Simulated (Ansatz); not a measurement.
```xyz
9

O    -0.5526    1.2732   -1.3252
O     1.7161   -0.2738   -0.2512
O    -0.3067    0.7322    1.5434
Se   -1.3793   -1.8480   -0.5221
Ti    0.0022    0.1373   -0.0942
H    -0.2071    1.5556   -2.1776
H     2.4428   -0.2951    0.3786
H    -0.6351   -2.6095    0.4968
H    -0.9920    1.2819    1.9343
```

Geometry: PBE0-D4/def2-SVP.

Theory: isolated molecule in a Gaussian basis; Kohn-Sham density functional theory, functional PBE0 (Ansatz 0.2.0).

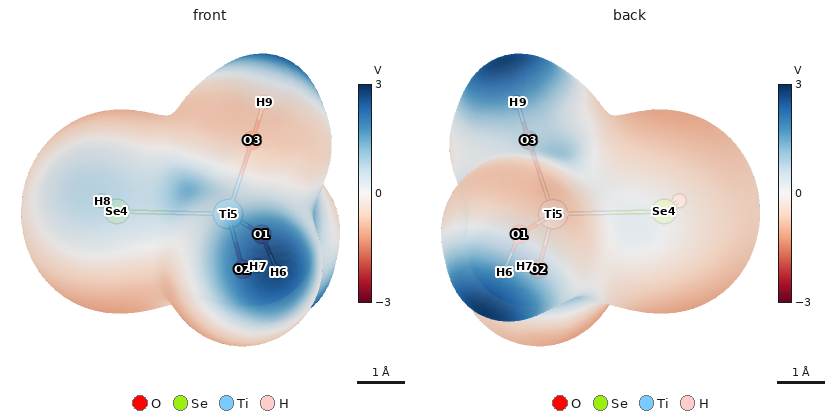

H$_{4}$O$_{3}$SeTi. The molecular electrostatic potential painted on the density surface at 0.002 e/bohr³, seen from the front and from behind; red is negative and blue positive.

Where is the surface potential most negative and most positive?

The most negative region (about −1.1 V) lies over O2 and Se4, the most positive (about +2.8 V) over H6, H7 and H9.
